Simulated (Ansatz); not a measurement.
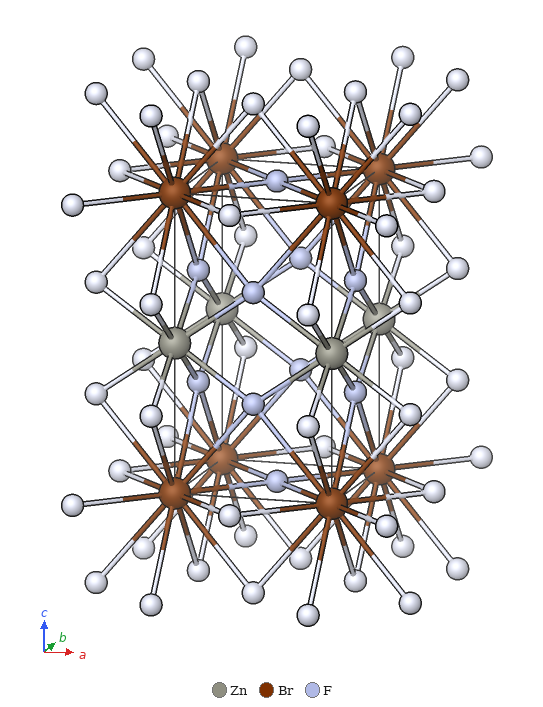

A ball-and-stick rendering, viewed slightly off an axis. Lines trace the edges of the simulation cell. Neighbours across the faces are drawn wherever a bond reaches them, in fainter colours.

This input was run:
```yaml
crystal:
  lattice:
    - [3.5173749002, 0.0, 0.0]
    - [0.0, 3.5173749002, 0.0]
    - [0.0, 0.0, 6.6005130216]
  atoms:
    - { symbol: Zn, position: [0.0, 0.0, 0.5] }
    - { symbol: Br, position: [0.0, 0.0, 0.0] }
    - { symbol: F, position: [0.0, 0.5, 0.3141152526] }
    - { symbol: F, position: [0.5, 0.0, 0.3141152526] }
    - { symbol: F, position: [0.0, 0.5, 0.6858847474] }
    - { symbol: F, position: [0.5, 0.0, 0.6858847474] }
    - { symbol: F, position: [0.5, 0.5, 0.0] }
basis:
  ecutwfc: 420
kpoints:
  mp_grid: { grid: [10, 10, 6] }
  band_path:
    path:
      - [[0.0, 0.0, 0.0], [0.0, 0.5, 0.0], [0.5, 0.5, 0.0], [0.0, 0.0, 0.0], [0.0, 0.0, 0.5], [0.0, 0.5, 0.5], [0.5, 0.5, 0.5], [0.0, 0.0, 0.5]]
      - [[0.0, 0.5, 0.0], [0.0, 0.5, 0.5]]
      - [[0.5, 0.5, 0.0], [0.5, 0.5, 0.5]]
    npoints: 14
hamiltonian:
  xc: pbe
scf:
  occupations: { method: gaussian, width: 0.1 }
  n_extra_bands: 17
output:
  forces: true
  stress: true
  eigenvalues: true
  populations: true
  dos: { projected: true, de: 0.02, nscf_kmesh: { grid: [12, 12, 8] } }
  bader: true
  write_density: true
  write_potential: true
  elf: true
  volumetric_format: npy
```
Run as:
```sh
ansatz run input.yaml --threads 1 --pin off --max-ram 2560MiB --backend cpu --events-out ev --progress --plain --runs-dir out
```

Method used: DFT PBE, scalar-relativistic, plane waves, PAW in Ansatz. It ran with a basis cut at 420 eV, a 10×10×6 grid in reciprocal space, Gaussian smearing of 0.1 eV, no spin polarisation.

> What are the atomic charges by Bader's partition?

Zn +1.53 e; Br +0.95 e; F -0.53 to -0.37 e.

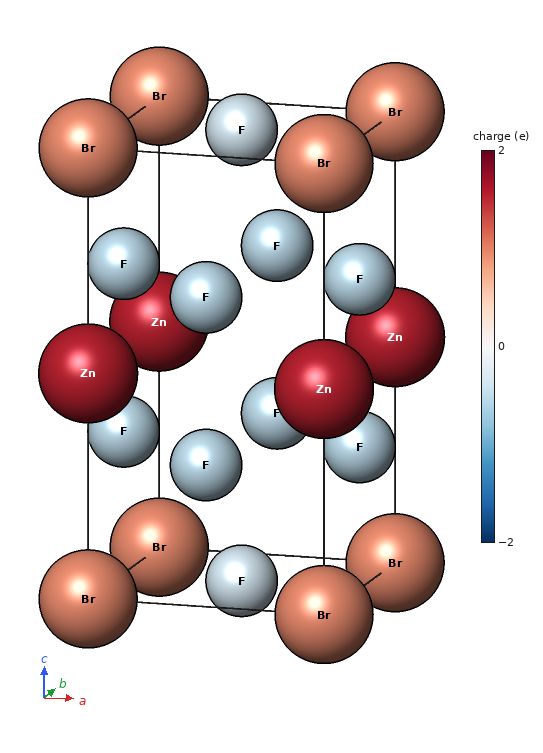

The atoms coloured by those charges.

It derives from a structure type filled with these elements by a generator (whether the compound takes this form wasn't checked). Earlier steps of the study, as a rule a relaxation of our own, may have changed the cell and positions, so they can lie some per cent off the listed ones. Ansatz was used for an electronic-structure calculation on it.
